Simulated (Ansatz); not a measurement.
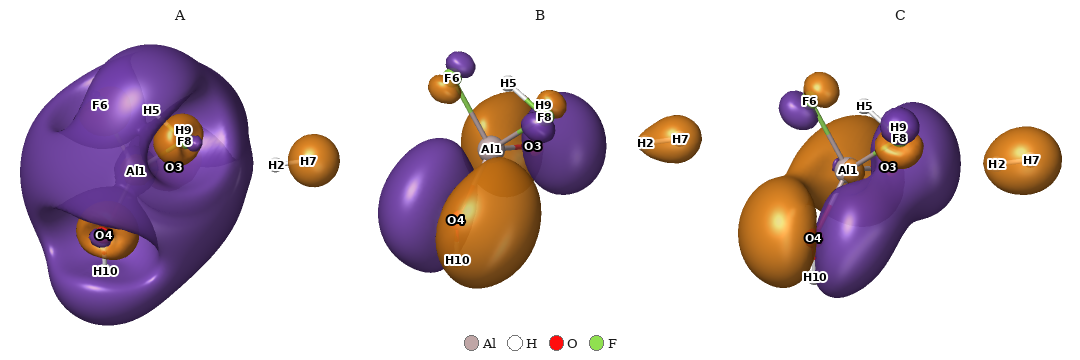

*AlF$_{2}$H$_{3}$O$_{2}$···H$_{2}$. Three frontier orbitals at ±0.06 Å⁻³ᐟ² (orange and purple are the two phases), in no order.*

Level of theory: RKS PBE-D4/def2-SVP (Ansatz).

```yaml
atoms:
  - { symbol: Al, position_ang: [-0.3698, 0.6312, 0.3764] }
  - { symbol: H, position_ang: [0.5085, -1.9600, -1.3330] }
  - { symbol: O, position_ang: [-0.9110, -0.0411, -1.1041] }
  - { symbol: O, position_ang: [-1.2497, 0.4718, 1.8283] }
  - { symbol: H, position_ang: [1.5922, 1.0304, 0.6745] }
  - { symbol: F, position_ang: [0.6303, 2.0802, 0.2896] }
  - { symbol: H, position_ang: [1.0227, -2.5262, -1.4302] }
  - { symbol: F, position_ang: [1.4715, 0.0327, 0.8086] }
  - { symbol: H, position_ang: [-0.5795, 0.2418, -1.9699] }
  - { symbol: H, position_ang: [-2.1152, 0.0390, 1.8599] }
```

Which picture is the HOMO−1, the HOMO and the LUMO?

C is the HOMO−1 (−7.33 eV). By Hirshfeld shares it lies mainly on O3 (about 45 %) and O4 (about 35 %); largely a combination of lone pairs on O3 and O4. B is the HOMO (−6.95 eV). Its weight (Hirshfeld) is mainly on O4 (about 60 %) and O3 (about 25 %). A is the LUMO (−0.87 eV). By Hirshfeld shares it lies mainly on Al1 (about 40 %), O3 (about 10 %), O4 (about 10 %), H9 (about 10 %), F6 (about 5 %) and F8 (about 5 %).

What is the HOMO–LUMO gap?

6.08 eV between the orbital energies.
